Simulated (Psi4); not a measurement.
# M06-2X/def2-SVPD run of CHClFN (SMILES [H]/N=C(/F)Cl)

Aim: the vertical ionisation energy of CHClFN at M06-2X/def2-SVPD, from 2 runs. 

The results are computed with Psi4 1.11.

1 further run of the same task is left out (set aside as unsound or not needed).

## (1) The molecule

CHClFN has 5 atoms, charge 0, and is taken as a singlet. As SMILES, `[H]/N=C(/F)Cl`. The shape is that of a PBE0-D4/def2-TZVP optimisation.

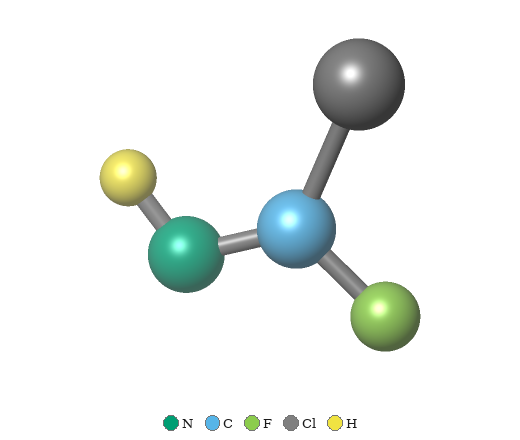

Viewed from a chosen angle; nitrogen teal, carbon blue, fluorine green, chlorine grey, hydrogen yellow.

## (2) Energy and gradient at M06-2X/def2-SVPD

Input file chclfn.py:

```python
import psi4

psi4.set_memory(1600000000)
psi4.set_num_threads(1)
psi4.set_output_file('chclfn.out', False)

m = psi4.geometry("""
0 1
N      0.321100     0.940500     0.274400
C      0.137900    -0.274600     0.128500
F      0.810300    -1.157400     0.832100
Cl    -0.953500    -1.081700    -0.943200
H     -0.266000     1.499600    -0.333300
symmetry c1
no_reorient
no_com
""")

psi4.set_options({
    'basis': 'def2-SVPD',
    'reference': 'rks',
    'puream': True,
    'e_convergence': 1e-09,
    'd_convergence': 1e-08,
    'scf_type': 'pk',
    'dft_radial_points': 99,
    'dft_spherical_points': 590,
})

energy_value, wavefunction = psi4.gradient("m06-2x", return_wfn=True)
print('gradient / Eh bohr^-1')
print(energy_value.np.round(6))
print(f'energy = {wavefunction.energy():.10f} Eh')
```

Started as:

```
$ python chclfn.py
```

chclfn.out, shortened:

```text
[...]
  Running in c1 symmetry.
[...]
  Nuclear repulsion =  151.881150953769293
[...]
  Multiplicity = 1
[...]
  Nalpha       = 20
  Nbeta        = 20
[...]
    Number of basis functions: 98
[...]
   @RKS iter   1:  -652.96924023831104   -4.50142e-02   6.13994e-03 DIIS/ADIIS
[...]
   @RKS iter  12:  -653.12487472241639   -3.97904e-12   3.22076e-09 DIIS
[...]
    Orbital Energies [Eh]
    ---------------------
    Doubly Occupied:
       1A   -102.692999     2A    -25.314601     3A    -14.789952
       4A    -10.755047     5A     -9.859763     6A     -7.586947
       7A     -7.580231     8A     -7.579770     9A     -1.411290
      10A     -1.069242    11A     -0.976245    12A     -0.750655
      13A     -0.658232    14A     -0.624542    15A     -0.611288
      16A     -0.533790    17A     -0.466946    18A     -0.439182
      19A     -0.392068    20A     -0.390613
[...]
  @RKS Final Energy:  -653.12487472241639
   => Energetics <=
    Nuclear Repulsion Energy =            151.8811509537692928
    One-Electron Energy =               -1201.1032124577197919
    Two-Electron Energy =                 420.5470532550457960
    DFT Exchange-Correlation Energy =     -24.4498664735117792
    Empirical Dispersion Energy =           0.0000000000000000
    VV10 Nonlocal Energy =                  0.0000000000000000
    Total Energy =                       -653.1248747224165072
[...]
 Multipole Moments:
 ------------------------------------------------------------------------------------
     Multipole            Electronic (a.u.)      Nuclear  (a.u.)        Total (a.u.)
 ------------------------------------------------------------------------------------
 L = 1.  Multiply by 2.5417464519 to convert [e a0] to [Debye]
 Dipole X            :         11.0714213          -11.5418803           -0.4704589
 Dipole Y            :         42.4238104          -42.2731734            0.1506369
 Dipole Z            :         11.2141339          -11.6917355           -0.4776016
 Magnitude           :                                                    0.6871146
[...]
  -Total Gradient:
     Atom            X                  Y                   Z
    ------   -----------------  -----------------  -----------------
       1        0.000259860177    -0.000299700658     0.000265810617
       2       -0.004296592193    -0.000877153358    -0.004281051340
       3       -0.000511870100     0.001957121823    -0.000579160109
       4        0.003433202150     0.002088975642     0.003382506197
       5        0.001148247678    -0.002818250293     0.001243266532
[...]
```

The script printed:

```text
gradient / Eh bohr^-1
[[ 0.00026  -0.0003    0.000266]
 [-0.004297 -0.000877 -0.004281]
 [-0.000512  0.001957 -0.000579]
 [ 0.003433  0.002089  0.003383]
 [ 0.001148 -0.002818  0.001243]]
energy = -653.1248747224 Eh
```

Run time: 41 s. Hardware: 1 thread of Intel Xeon Platinum 8259CL at 2.50GHz (Skylake/Cascade Lake), shared host; peak memory 0.74 GiB.

## (3) The doublet cation at the same level

Input file input.json:

```json
{
  "schema_name": "qcschema_input",
  "schema_version": 1,
  "molecule": {
    "schema_name": "qcschema_molecule",
    "schema_version": 2,
    "symbols": ["N", "C", "F", "Cl", "H"],
    "geometry": [0.60679106, 1.77728742, 0.51854085, 0.26059323, -0.51891879, 0.24282981, 1.53124508, -2.18716902, 1.57244111, -1.80185386, -2.04411675, -1.78238968, -0.50266715, 2.8338333, -0.62984572],
    "molecular_charge": 1,
    "molecular_multiplicity": 2,
    "fix_symmetry": "c1",
    "fix_com": true,
    "fix_orientation": true
  },
  "driver": "gradient",
  "model": {
    "method": "m06-2x",
    "basis": "def2-SVPD"
  },
  "keywords": {
    "reference": "uks",
    "puream": true,
    "e_convergence": 1e-09,
    "d_convergence": 1e-08,
    "scf_type": "pk",
    "dft_radial_points": 99,
    "dft_spherical_points": 590,
    "maxiter": 200,
    "scf_properties": ["MAYER_INDICES", "DIPOLE", "WIBERG_LOWDIN_INDICES"]
  }
}
```

Started as:

```
$ psi4 --qcschema input.json -n 1 --memory 1600MB
```

stdout, shortened:

```text
[...]
  Running in c1 symmetry.
[...]
  Nuclear repulsion =  151.881150928917663
[...]
  Multiplicity = 2
[...]
  Nalpha       = 20
  Nbeta        = 19
[...]
    Number of basis functions: 98
[...]
   @UKS iter   1:  -652.47538213857104    4.48844e-01   6.39776e-03 DIIS/ADIIS
[...]
   @UKS iter  20:  -652.68761679616841   -7.04858e-12   3.92444e-09 DIIS
[...]
   @S^2 Observed:                7.637501613E-01
[...]
  @UKS Final Energy:  -652.68761679616841
   => Energetics <=
    Nuclear Repulsion Energy =            151.8811509289176627
    One-Electron Energy =               -1189.9377831780930137
    Two-Electron Energy =                 409.6259867657977338
    DFT Exchange-Correlation Energy =     -24.2569713127905970
    Empirical Dispersion Energy =           0.0000000000000000
    VV10 Nonlocal Energy =                  0.0000000000000000
    Total Energy =                       -652.6876167961682995
[...]
 Multipole Moments:
 ------------------------------------------------------------------------------------
     Multipole            Electronic (a.u.)      Nuclear  (a.u.)        Total (a.u.)
 ------------------------------------------------------------------------------------
 L = 1.  Multiply by 2.5417464519 to convert [e a0] to [Debye]
 Dipole X            :         11.0677174          -11.5418803           -0.4741629
 Dipole Y            :         42.5919877          -42.2731734            0.3188143
 Dipole Z            :         11.1696836          -11.6917355           -0.5220518
 Magnitude           :                                                    0.7739581
[...]
  -Total Gradient:
     Atom            X                  Y                   Z
    ------   -----------------  -----------------  -----------------
       1        0.028351349169    -0.010953798295     0.028846690725
       2       -0.026967153912     0.113533670273    -0.030669504387
       3        0.013604746039    -0.029953060489     0.014610598368
       4       -0.012141448500    -0.029312755063    -0.011283193549
       5       -0.002815873965    -0.043272032197    -0.001474167977
[...]
```

The result, in JSON:

```text
{
 "driver": "gradient",
 "model": {
  "method": "m06-2x",
  "basis": "def2-SVPD"
 },
 "success": true,
 "return_result": [0.028351349168987697, -0.010953798295373185, 0.028846690725132143, -0.026967153911527045, 0.11353367027295608, -0.03066950438670492, 0.013604746039004217, -0.02995306048865501, 0.01461059836843226, -0.012141448500271115, -0.029312755062733134, -0.011283193548744089, -0.0028158739645822023, -0.04327203219714165, -0.0014741679766628185],
 "properties": {
  "calcinfo_nbasis": 98,
  "calcinfo_nmo": 98,
  "calcinfo_nalpha": 20,
  "calcinfo_nbeta": 19,
  "calcinfo_natom": 5,
  "nuclear_repulsion_energy": 151.88115092891766,
  "return_energy": -652.6876167961684,
  "return_gradient": [0.028351349168987697, -0.010953798295373185, 0.028846690725132143, -0.026967153911527045, 0.11353367027295608, -0.03066950438670492, 0.013604746039004217, -0.02995306048865501, 0.01461059836843226, -0.012141448500271115, -0.029312755062733134, -0.011283193548744089, -0.0028158739645822023, -0.04327203219714165, -0.0014741679766628185],
  "scf_one_electron_energy": -1189.937783178093,
  "scf_two_electron_energy": 409.62598676579773,
  "scf_xc_energy": -24.256971312790597,
  "scf_dipole_moment": [-0.4741628943553895, 0.3188142648186627, -0.5220518325931689],
  "scf_total_energy": -652.6876167961684,
  "scf_total_gradient": [0.028351349168987697, -0.010953798295373185, 0.028846690725132143, -0.026967153911527045, 0.11353367027295608, -0.03066950438670492, 0.013604746039004217, -0.02995306048865501, 0.01461059836843226, -0.012141448500271115, -0.029312755062733134, -0.011283193548744089, -0.0028158739645822023, -0.04327203219714165, -0.0014741679766628185],
  "scf_iterations": 20
 }
}
```

Wall time 86 s (1 thread of Intel Xeon Platinum 8259CL at 2.50GHz (Skylake/Cascade Lake), shared host); peak memory 0.75 GiB.

## (4) What came out

At M06-2X/def2-SVPD:

```
                                          quantity          value
                      singlet CHClFN: total energy  -653.12487 Eh
                     singlet CHClFN: dipole moment         1.75 D
                       singlet CHClFN: HOMO energy      -10.63 eV
                       singlet CHClFN: LUMO energy        0.35 eV
                     singlet CHClFN: HOMO–LUMO gap       10.98 eV
          singlet CHClFN: largest force on an atom     0.315 eV/Å
                      doublet cation: total energy  -652.68762 Eh
doublet cation: HOMO energy (highest over α and β)      -17.92 eV
 doublet cation: LUMO energy (lowest over α and β)      -12.74 eV
                              doublet cation: ⟨S²⟩          0.764
          doublet cation: largest force on an atom     6.204 eV/Å
vertical ionisation energy (to the doublet cation)      11.898 eV
```

Removing an electron at fixed nuclei costs 11.90 eV (274 kcal/mol). The largest force (singlet CHClFN) is 0.32 eV/Å: the shape isn't a stationary point for this species at this level. The negative HOMO energy of the first species, 10.63 eV, lies 1.27 eV below that difference.
